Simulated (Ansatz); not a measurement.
# Br3H2NSi: what the fields show

| atom | x (Å) | y (Å) | z (Å) |
| --- | --- | --- | --- |
| Br | -3.1871 | 0.4824 | -2.8077 |
| Br | -2.9895 | 1.0226 | 0.7128 |
| Br | -0.0322 | 0.0542 | -1.1970 |
| N | -2.4848 | -1.8488 | -0.5419 |
| Si | -2.2087 | -0.2206 | -0.9378 |
| H | -2.0055 | -2.5875 | -1.0446 |
| H | -3.3805 | -2.1419 | -0.1677 |

Geometry: PBE0-D4/def2-SVP.

Method: isolated molecule in a Gaussian basis; Kohn-Sham density functional theory, functional PBE0 in Ansatz 0.2.0.

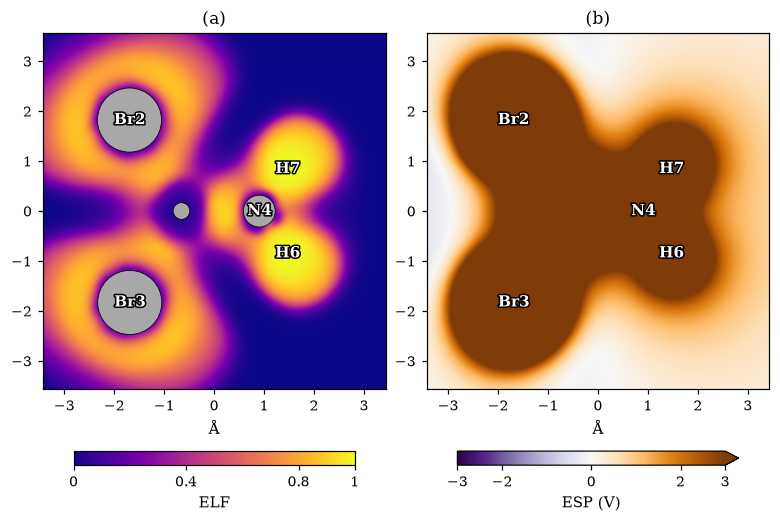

Figure 1. (a) electron localisation function; (b) molecular electrostatic potential on the plane of atoms H6, N4 and H7. Grey discs cover the atomic cores in the ELF map.

Question: What do the fields say about this system?

Answer: The plane passes through Br, N and H nuclei. N–H (1.01 Å): the ELF climbs to about 1 towards the hydrogen, as it does in any bond to H; a covalent bond by its length. The ELF also peaks beside Br3 and Br2, away from the bonds: lone-pair regions. Outside the dense part of the molecule the potential is most negative (−0.3 V) near Br2 and Br3.

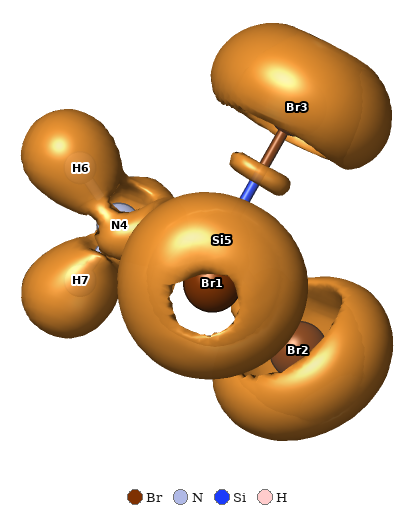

Figure 2. Isosurface of the electron localisation function at 0.8 (orange), seen at a tilt. Only the valence region is drawn (cores and ρ < 0.01 e/Å³ removed).

Question: Identify the bonds, lone pairs and shells in this picture.

Answer: The ELF exceeds this value in three regions between bonded Br–Si atoms (shared pairs), three rings or bowls of non-bonding electrons around Br and one joined region spread over several atoms (H, N), in which their bonds and any lone pairs are merged.


Si–N (1.70 Å): the ELF peaks at about 0.90 between the atoms; a polar covalent bond. Si–Br (2.21 Å): the ELF peaks at about 0.90 between the atoms (a polar covalent bond).

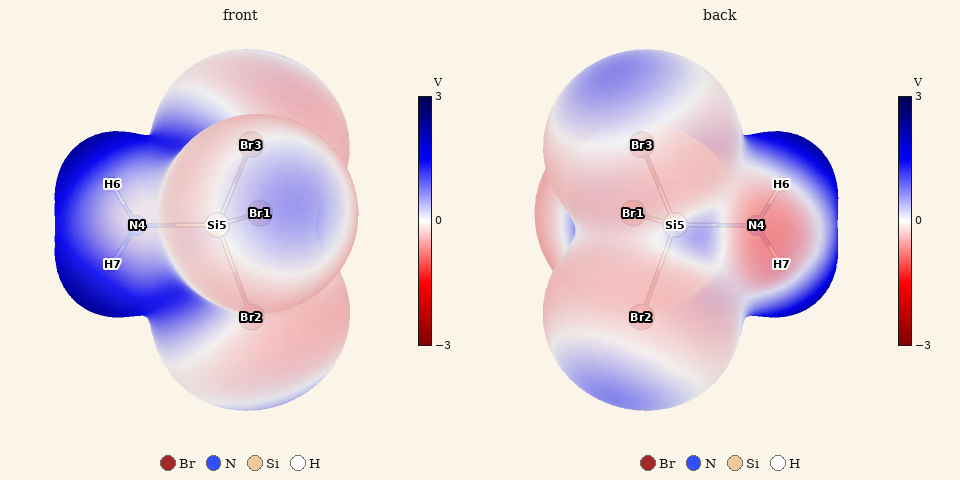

Figure 3. The electrostatic potential painted on the density surface at 0.002 e/bohr³, seen from the front and from behind; red is negative and blue positive.

Question: Where is the surface potential most negative and most positive?

Answer: The most negative region (about −0.7 V) lies over N4, the most positive (about +2.3 V) over H6 and H7. Br1 shows a σ-hole: about +0.6 V at the tip opposite its bond, against about −0.3 V on its flanks. Br2 shows a σ-hole: about +0.7 V at the tip opposite its bond, against about −0.3 V on its flanks. Br3 shows a σ-hole: about +0.7 V at the tip opposite its bond, against about −0.3 V on its flanks.

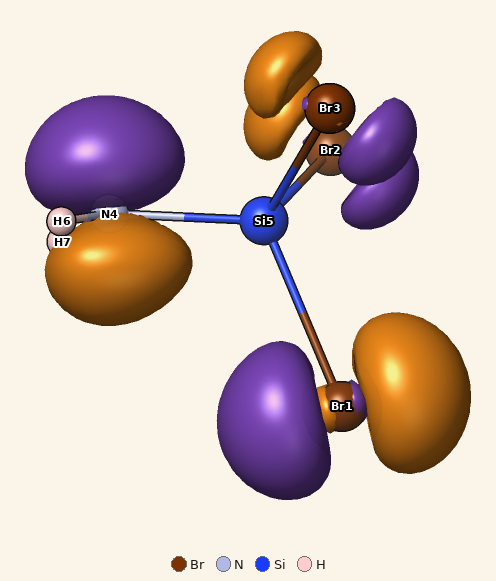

Figure 4. One frontier orbital at ±0.15 Å⁻³ᐟ² (orange and purple are the two phases), seen from one side.

Question: Which orbital is it: HOMO or LUMO?

Answer: The HOMO, at −8.18 eV. By Hirshfeld shares it lies mainly on N4 (about 35 %), Br1 (about 35 %), Br2 (about 10 %) and Br3 (about 10 %); largely a combination of lone pairs on N4, Br1, Br2 and Br3.
